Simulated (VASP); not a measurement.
Band structure of Si (diamond). These are PBE GGA with D3 dispersion (zero damping), VASP's PBE PAW potentials (set 64) (plane waves; VASP 6.6.1) values and carry that method's errors.

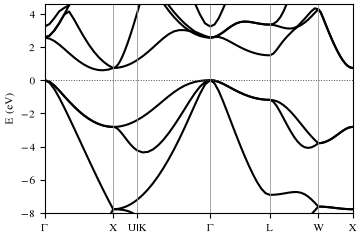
Bands along high-symmetry lines, zero at the valence-band maximum or, without a gap, the Fermi level

Read the plot: is there a gap, and where are the band edges?

The gap is indirect, 0.60 eV, from the valence maximum at Γ to the conduction minimum at Γ-X at 0.86. (Edges off the drawn lines would not show.)

Measured: gap 1.23 eV (computed value off by -0.63 eV), as given by Wei Chen et al., Physical Review Materials (2018), doi:10.1103/physrevmaterials.2.073803 [zero-point renormalisation of 0.06 eV added back (the table's ZPR column)].

The compound is Si in the diamond structure. It was relaxed first.
